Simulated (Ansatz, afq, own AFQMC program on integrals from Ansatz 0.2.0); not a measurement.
# CH₅Si (doublet): AFQMC on the coupled-cluster ladder at distance Si1–C2 = 1.840 Å, 6-31G, part 2 of 2

Ansatz 0.2.0, Gaussian basis, and an in-house AFQMC program (afq) on its integrals; all values are calculated; 6-31G, frozen cores.

## (11) Phaseless AFQMC, single-determinant trial on UHF

It reads the integrals that the CCSD(T) run on this determinant wrote.

Launch:

```console
> afq ham --method phaseless --trial hf --walkers 120 --populations 1 --least-time 40 --time-step 0.005 --steps-per-block 20 --equilibration-blocks 112 --max-blocks 600 --target-error 0.00129 --factor-cut 1e-05 --start spin_pure --seed 5420 --taylor-order 6
```

What it wrote:

```text
orbitals 26  electrons 7 6  factors 194 of 427
reference energy -329.57913638 Eh
CCSD correlation -0.16079307 Eh in 10 cycles, weight of the determinant in the CISD state 0.9096
energy of the start -329.579555 Eh
 block  time / (1/Eh)  mean weight  energy / Eh
     1     0.100  0.9991  -329.607977
     2     0.200  0.9997  -329.628726
     3     0.300  1.0016  -329.650610
     4     0.400  1.0019  -329.669834
     5     0.500  1.0005  -329.685184
     6     0.600  1.0020  -329.687355
     7     0.700  0.9999  -329.695286
     8     0.800  1.0001  -329.693592
     9     0.900  1.0016  -329.695934
    10     1.000  1.0008  -329.703815
    15     1.500  0.9995  -329.731492
    29     2.900  0.9987  -329.741578
    43     4.300  0.9990  -329.733094
    57     5.700  0.9998  -329.741700
    71     7.100  1.0002  -329.768556
    85     8.500  0.9986  -329.731013
    99     9.900  1.0000  -329.735989
   113    11.300  1.0002  -329.739201
   127    12.700  0.9988  -329.726070
   141    14.100  1.0005  -329.738863
   155    15.500  0.9990  -329.754403
   169    16.900  0.9991  -329.739255
   183    18.300  1.0001  -329.742318
   197    19.700  1.0019  -329.782446
   211    21.100  0.9997  -329.766939
   225    22.500  0.9985  -329.754866
   239    23.900  0.9998  -329.733789
   253    25.300  1.0006  -329.741860
   267    26.700  0.9988  -329.732066
   281    28.100  0.9993  -329.740264
   295    29.500  0.9995  -329.731439
   309    30.900  1.0004  -329.723028
   323    32.300  1.0004  -329.737041
   337    33.700  1.0001  -329.743741
   351    35.100  0.9992  -329.740597
   365    36.500  1.0013  -329.748333
   379    37.900  1.0001  -329.726839
   393    39.300  0.9993  -329.763219
   407    40.700  1.0011  -329.760163
   421    42.100  1.0004  -329.746448
   435    43.500  1.0001  -329.736693
   449    44.900  0.9994  -329.740345
   463    46.300  0.9985  -329.744113
   477    47.700  0.9986  -329.741912
   491    49.100  1.0008  -329.741093
   505    50.500  0.9995  -329.754780
   519    51.900  0.9990  -329.740771
   533    53.300  1.0016  -329.762658
   547    54.700  0.9997  -329.729211
   561    56.100  0.9988  -329.746166
   575    57.500  1.0020  -329.757805
blocks merged  error / Eh  count
     1  0.000550  470
     2  0.000713  235
     4  0.000932  117
     8  0.001132  58
    16  0.001271  29
    32  0.001446  14
energy -329.744545 +/- 0.001271 Eh
```

Wall time 4.6 min (1 thread of Arm Neoverse N1, shared host).

Energy -8972.8062 ± 0.0346 eV. Caveats: constraint bias not in the error.

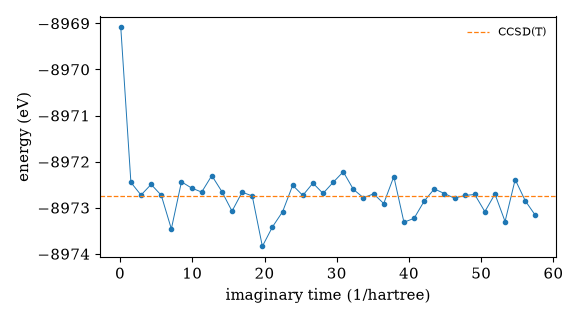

Block energies along the walk.

## (12) Free-projection AFQMC, CISD trial on UHF

It reads the integrals that the CCSD(T) run on this determinant wrote.

Launch:

```console
> afq ham --method free --trial cisd --walkers 60 --time-step 0.03 --max-blocks 80 --target-error 0.00043 --factor-cut 1e-05 --seed 2538 --times 0,0.21,0.42,0.81,1.2,1.8,2.4,3 --taylor-order 8
```

What it wrote:

```text
orbitals 26  electrons 7 6  factors 194 of 427
reference energy -329.57913638 Eh
CCSD correlation -0.16079307 Eh in 10 cycles, weight of the determinant in the CISD state 0.9096
repeat  energy at the last time / Eh  error
    10  -329.743088  0.000555
    20  -329.742961  0.000441
    30  -329.742866  0.000377
time / (1/Eh)  energy / Eh  error  mean overlap
  0.00  -329.739984  0.000167  1.1005
  0.21  -329.741359  0.000204  1.0991
  0.42  -329.741876  0.000192  1.1059
  0.81  -329.742418  0.000189  1.1080
  1.20  -329.742928  0.000277  1.1046
  1.80  -329.743127  0.000289  1.1008
  2.40  -329.742849  0.000269  1.1039
  3.00  -329.742896  0.000365  1.0932
energy -329.742896 +/- 0.000365 Eh
```

Wall time 99 s (1 thread of Arm Neoverse N1, shared host).

Energy -8972.7613 ± 0.0099 eV. Caveats: remainder of the start not in the error.

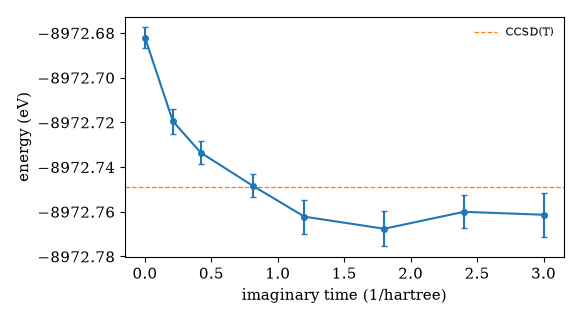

Energy against projection time, with error bars.

## (13) Phaseless AFQMC, single-determinant trial on UHF (settings varied)

It reads the integrals that the CCSD(T) run on this determinant wrote.

Launch:

```console
> afq ham --method phaseless --trial hf --walkers 160 --populations 1 --least-time 40 --time-step 0.005 --steps-per-block 25 --equilibration-blocks 80 --max-blocks 160 --target-error 0.00086 --factor-cut 1e-05 --start spin_pure --seed 1397 --taylor-order 6
```

What it wrote:

```text
orbitals 26  electrons 7 6  factors 194 of 427
reference energy -329.57913638 Eh
CCSD correlation -0.16079307 Eh in 10 cycles, weight of the determinant in the CISD state 0.9096
energy of the start -329.579555 Eh
 block  time / (1/Eh)  mean weight  energy / Eh
     1     0.125  1.0011  -329.615250
     2     0.250  1.0010  -329.643981
     3     0.375  1.0012  -329.662654
     4     0.500  1.0012  -329.682883
     5     0.625  1.0011  -329.685347
     6     0.750  1.0012  -329.691997
     7     0.875  0.9995  -329.702336
     8     1.000  1.0001  -329.710356
     9     1.125  0.9994  -329.711021
    10     1.250  1.0011  -329.720642
    13     1.625  1.0006  -329.725297
    19     2.375  1.0001  -329.739014
    25     3.125  0.9994  -329.728140
    31     3.875  0.9998  -329.746896
    37     4.625  1.0013  -329.738669
    43     5.375  0.9999  -329.729429
    49     6.125  1.0001  -329.731816
    55     6.875  0.9999  -329.733790
    61     7.625  1.0006  -329.744087
    67     8.375  1.0002  -329.728409
    73     9.125  1.0020  -329.743292
    79     9.875  1.0009  -329.753137
    85    10.625  1.0002  -329.731004
    91    11.375  1.0007  -329.738846
    97    12.125  0.9997  -329.749885
   103    12.875  1.0002  -329.731072
   109    13.625  1.0002  -329.761235
   115    14.375  0.9999  -329.732342
   121    15.125  0.9999  -329.740473
   127    15.875  1.0000  -329.751930
   133    16.625  0.9996  -329.749373
   139    17.375  1.0012  -329.731536
   145    18.125  0.9995  -329.722772
   151    18.875  0.9994  -329.736983
   157    19.625  0.9997  -329.721500
   163    20.375  0.9990  -329.734950
   169    21.125  0.9996  -329.767518
   175    21.875  1.0000  -329.761374
   181    22.625  0.9998  -329.727907
   187    23.375  1.0005  -329.752729
   193    24.125  0.9999  -329.753564
   199    24.875  1.0003  -329.767906
   205    25.625  1.0004  -329.739374
   211    26.375  1.0010  -329.769863
   217    27.125  1.0010  -329.747382
   223    27.875  0.9994  -329.743406
   229    28.625  0.9995  -329.739247
   235    29.375  1.0009  -329.744576
blocks merged  error / Eh  count
     1  0.001119  160
     2  0.001514  80
     4  0.001982  40
     8  0.002636  20
    16  0.003102  10
energy -329.745268 +/- 0.002636 Eh
```

Run time: 3.1 min. Hardware: 1 thread of Arm Neoverse N1, shared host.

Energy -8972.8259 ± 0.0717 eV. The run doesn't count as converged. Caveats: constraint bias not in the error; error not settled; halves of the run differ; error above the target.

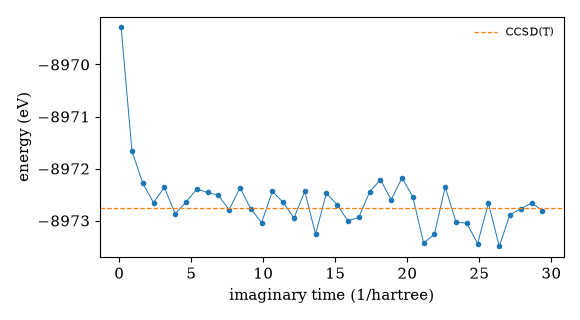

Block energies along the walk.

## (14) Phaseless AFQMC, single-determinant trial on UHF (settings varied)

It reads the integrals that the CCSD(T) run on this determinant wrote.

Launch:

```console
> afq ham --method phaseless --trial hf --walkers 80 --populations 1 --least-time 40 --time-step 0.01 --steps-per-block 5 --equilibration-blocks 60 --max-blocks 800 --target-error 0.00086 --factor-cut 1e-05 --start spin_pure --seed 2700 --taylor-order 6
```

What it wrote:

```text
orbitals 26  electrons 7 6  factors 194 of 427
reference energy -329.57913638 Eh
CCSD correlation -0.16079307 Eh in 10 cycles, weight of the determinant in the CISD state 0.9096
energy of the start -329.579555 Eh
 block  time / (1/Eh)  mean weight  energy / Eh
     1     0.050  0.9999  -329.596384
     2     0.100  0.9995  -329.608480
     3     0.150  1.0026  -329.622069
     4     0.200  1.0032  -329.632452
     5     0.250  1.0018  -329.635959
     6     0.300  1.0019  -329.638560
     7     0.350  1.0052  -329.650009
     8     0.400  1.0004  -329.654467
     9     0.450  1.0021  -329.667134
    10     0.500  1.0032  -329.676647
    22     1.100  1.0013  -329.714491
    43     2.150  1.0026  -329.713008
    64     3.200  0.9997  -329.715748
    85     4.250  0.9980  -329.742873
   106     5.300  0.9995  -329.740345
   127     6.350  1.0007  -329.732370
   148     7.400  0.9959  -329.744466
   169     8.450  0.9959  -329.737495
   190     9.500  1.0014  -329.744565
   211    10.550  1.0012  -329.733517
   232    11.600  0.9998  -329.724500
   253    12.650  0.9983  -329.746634
   274    13.700  0.9987  -329.727242
   295    14.750  1.0017  -329.779110
   316    15.800  1.0037  -329.724867
   337    16.850  0.9971  -329.756915
   358    17.900  1.0023  -329.765941
   379    18.950  1.0028  -329.743456
   400    20.000  0.9973  -329.742045
   421    21.050  0.9984  -329.733860
   442    22.100  0.9959  -329.725145
   463    23.150  1.0013  -329.743740
   484    24.200  1.0031  -329.733188
   505    25.250  0.9988  -329.738261
   526    26.300  0.9979  -329.730449
   547    27.350  1.0034  -329.744623
   568    28.400  1.0033  -329.729523
   589    29.450  1.0025  -329.734200
   610    30.500  0.9995  -329.759369
   631    31.550  1.0001  -329.743738
   652    32.600  0.9997  -329.735606
   673    33.650  1.0007  -329.728707
   694    34.700  1.0029  -329.739235
   715    35.750  0.9985  -329.770600
   736    36.800  0.9983  -329.786534
   757    37.850  0.9983  -329.767086
   778    38.900  0.9978  -329.720182
   799    39.950  0.9992  -329.749192
   820    41.000  0.9990  -329.744205
   841    42.050  1.0002  -329.738404
blocks merged  error / Eh  count
     1  0.000614  800
     2  0.000849  400
     4  0.001158  200
     8  0.001552  100
    16  0.002007  50
    32  0.002464  25
    64  0.002351  12
energy -329.743753 +/- 0.002464 Eh
```

Run time: 94 s. Hardware: 1 thread of Arm Neoverse N1, shared host.

Energy -8972.7846 ± 0.0670 eV. Caveats: constraint bias not in the error; error above the target.

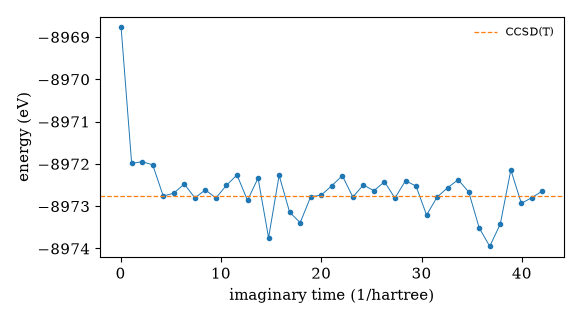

Block energies along the walk.

## (15) AFQMC on the ladder

On the UHF determinant, counted from CCSDT(Q) (a yardstick, not exact):

| level | energy (eV) | from CCSDT(Q) (kcal/mol) | statistical error (kcal/mol) | time |
| --- | --- | --- | --- | --- |
| HF | -8968.3052 | +102.94 |  |  |
| MP2 | -8971.7660 | +23.13 |  |  |
| CCSD | -8972.6806 | +2.04 |  |  |
| CCSD(T) | -8972.7489 | +0.47 |  |  |
| CCSDT(Q) | -8972.7692 | 0.00 |  |  |
| Phaseless AFQMC, CISD trial, step 0.005, 60 walkers | -8972.7627 | +0.15 | 0.15 | 4.6 min |
| Phaseless AFQMC, single-determinant trial, step 0.005, 120 walkers | -8972.8062 | -0.85 | 0.80 | 4.6 min |
| Free-projection AFQMC, CISD trial, step 0.03, 60 walkers | -8972.7613 | +0.18 | 0.23 | 99 s |
| Phaseless AFQMC, single-determinant trial, step 0.01, 80 walkers | -8972.7846 | -0.36 | 1.55 | 94 s |

The functionals' totals stand on their own zeros and serve differences with other points: PBE -8986.679 eV; r2SCAN -8991.135 eV; PBE0 -8987.743 eV; B3LYP -8993.261 eV; wB97M-V -8990.881 eV; B2PLYP -8986.495 eV.

## (16) Outcome

The summary covers parts 1 to 2.

```
                                                      quantity                  value
                                  CCSD(T) on UHF from CCSDT(Q)         +0.47 kcal/mol
              Phaseless AFQMC, CISD trial on UHF from CCSDT(Q)  +0.15 ± 0.15 kcal/mol
Phaseless AFQMC, single-determinant trial on UHF from CCSDT(Q)  -0.85 ± 0.80 kcal/mol
        Free-projection AFQMC, CISD trial on UHF from CCSDT(Q)  +0.18 ± 0.23 kcal/mol
```

On UHF the phaseless walk with the CISD trial lies +0.15 kcal/mol from CCSDT(Q), within three error bars. Free projection has no constraint; at the last time it gives +0.18 ± 0.23 kcal/mol, and from a start that isn't spin pure other spins can mix in. Error bars are statistical and leave out the constraint, the time step and what remains of the start.
